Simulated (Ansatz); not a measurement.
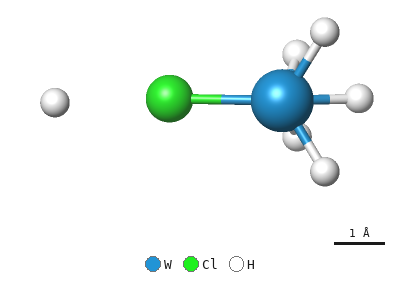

WH6Cl (multiplicity 2), before the relaxation. Style: ball-and-stick. Shown at a tilt.

The run prepares an end point of a later path (reaction) calculation, from a guessed geometry.

Level of theory: Ansatz, UKS B3LYP-D4/def2-SVP.

Input
```yaml
crystal:
  periodic: [false, false, false]
  atoms:
    - { symbol: W, position_ang: [0.289783, -0.289783, 0.339672] }
    - { symbol: Cl, position_ang: [-0.377714, 0.377714, 2.506888] }
    - { symbol: H, position_ang: [1.622033, 0.393105, -0.462357] }
    - { symbol: H, position_ang: [-0.051141, 1.238379, -0.188957] }
    - { symbol: H, position_ang: [-1.238379, 0.051141, -0.188957] }
    - { symbol: H, position_ang: [-0.393105, -1.622033, -0.462357] }
    - { symbol: H, position_ang: [0.04538, -0.04538, -1.302242] }
    - { symbol: H, position_ang: [0.103143, -0.103143, 4.988309] }
magnetization:
  spin_polarized: true
  initial_magnetization: 1
basis:
  gaussian: { orbitals: def2-SVP }
hamiltonian:
  xc: b3lyp
  dispersion: d4
relax:
  f_tol: 0.03
  max_steps: 50
```

Launched with:
```bash
ansatz run input.yaml --threads 2 --pin off --max-ram 3072MiB --backend cpu --events-out ev --progress --plain --runs-dir out
```

Q: Predict the outcome.

A: After 7 geometry steps the energy has fallen by 4.04 kJ/mol. The largest force component goes from 0.81 to 0.0057 eV/Å. The largest move after the best rigid fit is that of H8, 0.35 Å. By element the largest moves are H 0.35 Å, Cl 0.12 Å, W 0.04 Å. Some distances before and after: W1–Cl2 2.364 → 2.304 Å, W1–H7 1.678 → 1.682 Å.

Final geometry:

```xyz
8

W     0.2795   -0.2795    0.3036
Cl   -0.4013    0.4013    2.3964
H     1.6281    0.3998   -0.4801
H    -0.0581    1.2417   -0.2468
H    -1.2417    0.0581   -0.2468
H    -0.3998   -1.6281   -0.4801
H     0.0525   -0.0525   -1.3478
H     0.1406   -0.1406    5.3317
```

After the run, drawn alike:

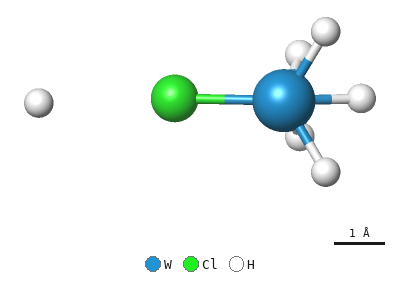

Limits of the set-up: the start holds two separate molecules, 2.6 Å apart at their closest, whose relative position is a soft coordinate.
